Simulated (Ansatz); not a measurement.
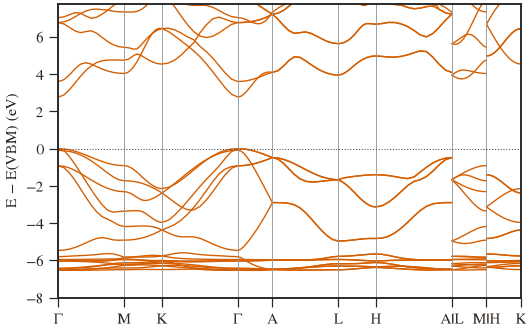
Figure. Band structure from r²SCAN in the plane-wave PAW code Ansatz

### Question
Read off the gap and where the band edges lie.

### Answer
About 2.8 eV (2.77 eV by a search for the band edges); maximum at Γ, minimum at Γ.

### Question
Which compound is it?
A) MgZn3O4, P6_3mc (Mg on 2b, O on 2b, Zn on 6c, O on 6c)
B) ZnS, wurtzite
C) BeS, wurtzite
D) GaAs, wurtzite

### Answer
B, ZnS, wurtzite

Symmetry was held in the r²SCAN relaxation.

Potentials: the earlier of the program's two PAW sets. The files were generated under PBE; for other functionals the program regenerates the frozen cores, and for LDA and PBEsol the local potential too.
